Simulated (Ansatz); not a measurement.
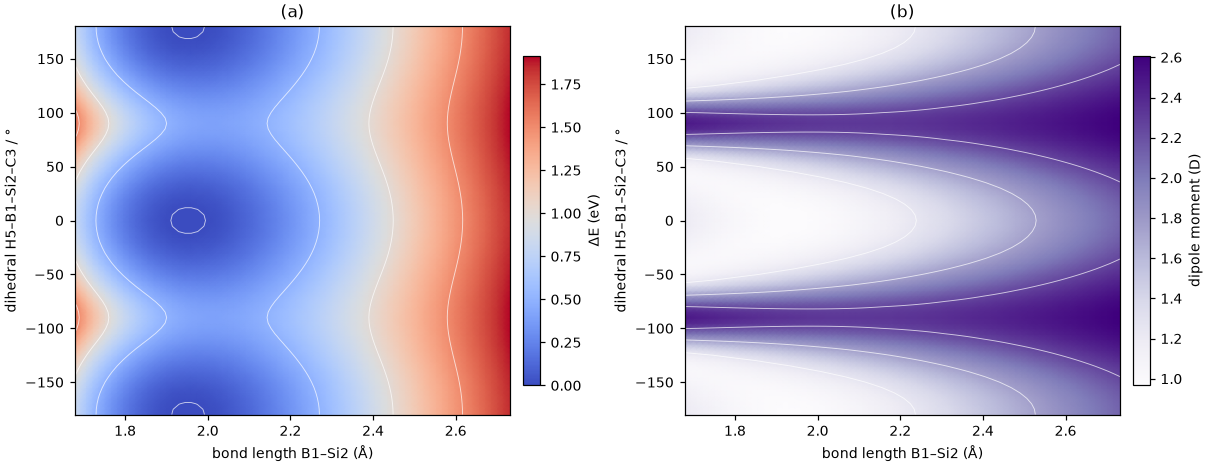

CH₄BBrSi, SMILES B[SiH]=CBr. 
- Coordinates scanned: (1) bond length B1–Si2; (2) dihedral H5–B1–Si2–C3.
- Nothing is relaxed (all other coordinates rigid).
- The grid has 11 × 12 points; 90 points were computed and 42 follow by symmetry.
- Energies are in eV, from the lowest grid point.
- Theory: RKS r2SCAN-D4/def2-TZVP in Ansatz.

Panel (a) is the energy and panel (b) the computed dipole moment on the same grid.

In the figure: a smooth colour map with a few white contour lines. Between grid points the surface is interpolated.

**How does the dipole moment vary over the map, and what is it at the lowest grid point?**

Leaving out the highest fifth of the energies, it runs from 0.97 D at bond length B1–Si2 = 1.889 Å, dihedral H5–B1–Si2–C3 = 0° to 2.47 D at bond length B1–Si2 = 2.522 Å, dihedral H5–B1–Si2–C3 = −90°. At the lowest grid point, bond length B1–Si2 = 1.995 Å, dihedral H5–B1–Si2–C3 = 0°, it is 0.98 D.

| dihedral H5–B1–Si2–C3 ↓, bond length B1–Si2 → | 1.678 | 1.784 | 1.889 | 1.995 | 2.100 | 2.205 | 2.311 | 2.416 | 2.522 | 2.627 | 2.732 |
| --- | --- | --- | --- | --- | --- | --- | --- | --- | --- | --- | --- |
| 150 | 1.07 | 1.02 | 1.04 | 1.11 | 1.23 | 1.38 | 1.54 | 1.71 | 1.88 | 2.05 | 2.21 |
| 120 | 1.33 | 1.44 | 1.55 | 1.66 | 1.78 | 1.89 | 2.00 | 2.12 | 2.23 | 2.35 | 2.46 |
| 90 | 2.48 | 2.40 | 2.36 | 2.33 | 2.32 | 2.34 | 2.37 | 2.41 | 2.47 | 2.54 | 2.61 |
| 60 | 1.32 | 1.43 | 1.54 | 1.66 | 1.77 | 1.89 | 2.00 | 2.12 | 2.23 | 2.35 | 2.46 |
| 30 | 1.06 | 1.01 | 1.03 | 1.11 | 1.22 | 1.37 | 1.54 | 1.71 | 1.88 | 2.05 | 2.21 |
| 0 | 1.20 | 1.05 | 0.97 | 0.98 | 1.06 | 1.20 | 1.37 | 1.55 | 1.74 | 1.92 | 2.10 |
| −30 | 1.06 | 1.01 | 1.03 | 1.11 | 1.22 | 1.37 | 1.54 | 1.71 | 1.88 | 2.05 | 2.21 |
| −60 | 1.32 | 1.43 | 1.54 | 1.66 | 1.77 | 1.89 | 2.00 | 2.12 | 2.23 | 2.35 | 2.46 |
| −90 | 2.48 | 2.40 | 2.36 | 2.33 | 2.32 | 2.34 | 2.37 | 2.41 | 2.47 | 2.54 | 2.61 |
| −120 | 1.33 | 1.44 | 1.55 | 1.66 | 1.78 | 1.89 | 2.00 | 2.12 | 2.23 | 2.35 | 2.46 |
| −150 | 1.07 | 1.02 | 1.04 | 1.11 | 1.23 | 1.38 | 1.54 | 1.71 | 1.88 | 2.05 | 2.21 |
| −180 | 1.21 | 1.06 | 0.98 | 0.99 | 1.07 | 1.20 | 1.37 | 1.55 | 1.74 | 1.93 | 2.11 |
